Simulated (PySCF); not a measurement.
# C5H3F3: one change and its effect

System: C5H3F3.
Method of run 1: GIAO PBE0/STO-3G NMR shielding, non-relativistic, gas phase (PySCF 2.14.0).

The geometry comes from this level: PBE0-D3(BJ)/def2-SVP. Text and figures count atoms from 1; the logs count them from 0 in places.

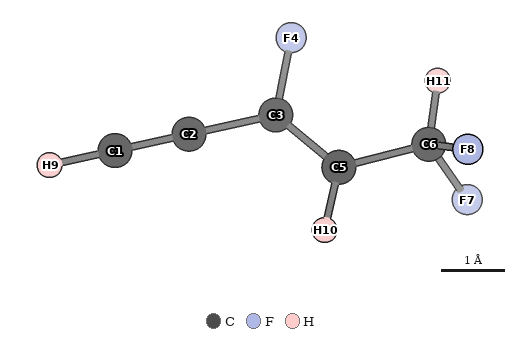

The structure (ball-and-stick view, seen at a tilt; atoms are numbered from 1 in the order of the input). Bond lengths as drawn: C–C 1.21 to 1.49 Å, C–F 1.34 to 1.35 Å and C–H 1.08 to 1.10 Å.

Input file, run 1:
```
{"job": {"kind": "nmr", "xc": "PBE0", "basis": "STO-3G", "pop": true}, "charge": 0, "multiplicity": 1}
C      3.068622     0.202210     0.173204
C      1.893498     0.141636     0.462743
C      0.513192     0.068317     0.805567
F      0.270697     0.154996     2.115815
C     -0.491790    -0.071138    -0.067229
C     -1.921474    -0.140607     0.338038
F     -2.472505    -1.289784    -0.119694
F     -2.607339     0.881479    -0.226135
H      4.110882     0.256758    -0.085226
H     -0.267193    -0.133833    -1.133376
H     -2.058759    -0.095606     1.429994
```

The first line tells a small driver script what to run in PySCF; the rest is the geometry in Å.

Launched with:
```bash
OMP_NUM_THREADS=1 python <driver script> task.json out
```

Hardware: 1 CPU thread, shared host.

Output (run 1):
```
coarse grid: 10552 points
cycle   1  E = -484.4695713686  dE =  1.484e+00  |g| = 6.727e-01  |ddm| = 4.796e+00
cycle   2  E = -484.4750994107  dE = -5.528e-03  |g| = 7.212e-01  |ddm| = 1.836e+00
cycle   3  E = -484.6290045233  dE = -1.539e-01  |g| = 3.262e-02  |ddm| = 9.096e-01
cycle   4  E = -484.6291523136  dE = -1.478e-04  |g| = 2.733e-02  |ddm| = 6.859e-02
cycle   5  E = -484.6293212216  dE = -1.689e-04  |g| = 1.221e-02  |ddm| = 3.643e-02
cycle   6  E = -484.6293593190  dE = -3.810e-05  |g| = 3.349e-03  |ddm| = 1.510e-02
cycle   7  E = -484.6293623249  dE = -3.006e-06  |g| = 1.125e-03  |ddm| = 4.515e-03
final grid: 106968 points
cycle   8  E = -484.5788441362  dE = -8.441e-06  |g| = 3.428e-03  |ddm| = 1.259e-02
cycle   9  E = -484.5788431751  dE =  9.610e-07  |g| = 3.892e-03  |ddm| = 9.220e-03
cycle  10  E = -484.5788475328  dE = -4.358e-06  |g| = 1.089e-03  |ddm| = 5.547e-03
cycle  11  E = -484.5788478770  dE = -3.443e-07  |g| = 1.857e-04  |ddm| = 1.318e-03
cycle  12  E = -484.5788478840  dE = -6.948e-09  |g| = 9.245e-05  |ddm| = 2.708e-04
cycle  13  E = -484.5788478866  dE = -2.566e-09  |g| = 1.831e-05  |ddm| = 1.340e-04
cycle  14  E = -484.5788478867  dE = -1.157e-10  |g| = 4.639e-06  |ddm| = 3.004e-05
converged SCF energy = -484.5788478867

GIAO shielding tensors (ppm)
atom      isotropic    diamagn.    paramagn.     s11        s22        s33       span
  0 C      155.254     264.288    -109.034    119.363    127.043    219.356     99.993
  1 C      175.705     264.529     -88.823    111.457    120.784    294.874    183.417
  2 C      117.877     255.660    -137.782     58.592    132.472    162.569    103.977
  3 F      310.335     452.151    -141.816    209.831    226.525    494.649    284.819
  4 C      137.469     255.309    -117.840     49.335    151.264    211.809    162.474
  5 C      151.369     250.176     -98.807    114.527    156.110    183.469     68.942
  6 F      413.254     452.183     -38.929    367.408    407.199    465.155     97.746
  7 F      412.502     452.305     -39.803    366.329    406.183    464.994     98.665
  8 H       28.992      30.052      -1.060     25.091     25.457     36.429     11.338
  9 H       27.282      32.728      -5.446     24.171     27.144     30.530      6.359
 10 H       28.734      29.084      -0.350     24.239     29.075     32.887      8.649
```

Run 2 used a changed input.

The two runs side by side:

```tsv
quantity	run 1	run 2
outcome	converged	converged
total energy (hartree)	−484.578848	−491.311648
HOMO (eV)	−4.96	−7.83
LUMO (eV)	1.72	−1.75
dipole moment (D)	1.34	2.57
shielding of C1 (ppm)	155.3	112.7
shielding of C2 (ppm)	175.7	123.8
shielding of C3 (ppm)	117.9	51.6
shielding of C5 (ppm)	137.5	80.3
shielding of C6 (ppm)	151.4	88.2
shielding of F7 (ppm)	413.3	316.5
shielding of F8 (ppm)	412.5	315.3
SCF iterations	14	15
basis functions	43	211
wall time (shared host)	3.6 s	28 s
```

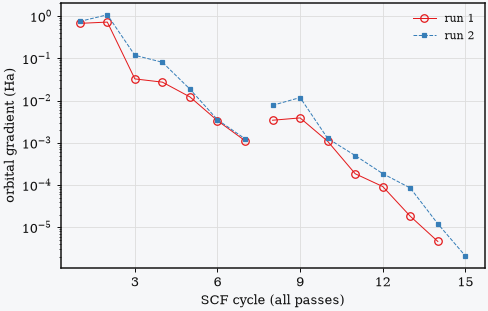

Convergence of the two runs: orbital gradient against the SCF cycle. A break in a curve parts two SCF passes (coarse and final grid). Run 1 takes 14 cycles in all, and run 2 takes 15.

Which change of the input explains these differences?

The change (lines with − go, lines with + come):
```diff
-"basis": "STO-3G"
+"basis": "aug-cc-pVDZ"
```

The total energy of run 2 is 4224.9 kcal/mol lower, which measures the change of basis and not a stability. The HOMO goes from −4.96 to −7.83 eV. The LUMO goes from 1.72 to −1.75 eV. The dipole moment goes from 1.34 to 2.57 D. Of all shieldings, the largest change is that of F8, by −97.2 ppm. Diffuse functions give room to the loosely bound empty orbitals, which lowers the LUMO. The SCF takes 15 iterations against 14. The basis functions go from 43 to 211.

Output (run 2):
```
coarse grid: 10552 points
cycle   1  E = -491.1989900859  dE =  1.288e+00  |g| = 7.496e-01  |ddm| = 1.400e+01
cycle   2  E = -491.1069504895  dE =  9.204e-02  |g| = 1.072e+00  |ddm| = 3.282e+00
cycle   3  E = -491.2991101107  dE = -1.922e-01  |g| = 1.181e-01  |ddm| = 1.948e+00
cycle   4  E = -491.3009466368  dE = -1.837e-03  |g| = 8.072e-02  |ddm| = 3.497e-01
cycle   5  E = -491.3025337154  dE = -1.587e-03  |g| = 1.867e-02  |ddm| = 1.989e-01
cycle   6  E = -491.3026146819  dE = -8.097e-05  |g| = 3.518e-03  |ddm| = 6.644e-02
cycle   7  E = -491.3026172314  dE = -2.550e-06  |g| = 1.247e-03  |ddm| = 1.400e-02
final grid: 106968 points
cycle   8  E = -491.3116351663  dE = -3.795e-05  |g| = 7.735e-03  |ddm| = 2.746e-01
cycle   9  E = -491.3116211568  dE =  1.401e-05  |g| = 1.180e-02  |ddm| = 5.435e-02
cycle  10  E = -491.3116475100  dE = -2.635e-05  |g| = 1.274e-03  |ddm| = 2.247e-02
cycle  11  E = -491.3116478766  dE = -3.667e-07  |g| = 5.002e-04  |ddm| = 5.577e-03
cycle  12  E = -491.3116479334  dE = -5.679e-08  |g| = 1.869e-04  |ddm| = 1.364e-03
cycle  13  E = -491.3116479405  dE = -7.118e-09  |g| = 8.526e-05  |ddm| = 4.617e-04
cycle  14  E = -491.3116479423  dE = -1.710e-09  |g| = 1.214e-05  |ddm| = 2.059e-04
cycle  15  E = -491.3116479423  dE = -3.240e-11  |g| = 2.105e-06  |ddm| = 3.256e-05
converged SCF energy = -491.3116479423

GIAO shielding tensors (ppm)
atom      isotropic    diamagn.    paramagn.     s11        s22        s33       span
  0 C      112.692     234.625    -121.933     57.573     66.963    213.540    155.967
  1 C      123.844     288.635    -164.791     34.955     38.295    298.283    263.328
  2 C       51.595     237.028    -185.433    -30.282     84.510    100.557    130.839
  3 F      297.456     478.017    -180.561    213.032    288.484    390.852    177.820
  4 C       80.311     211.790    -131.478    -15.496    105.099    151.331    166.827
  5 C       88.222     236.818    -148.596     67.891     86.150    110.624     42.734
  6 F      316.476     474.496    -158.020    215.043    342.887    391.498    176.455
  7 F      315.326     474.062    -158.735    213.385    341.767    390.828    177.443
  8 H       28.196      32.812      -4.616     24.467     24.622     35.498     11.031
  9 H       25.710      28.939      -3.229     23.323     24.313     29.495      6.173
 10 H       24.640      35.520     -10.880     22.813     23.822     27.287      4.474
```
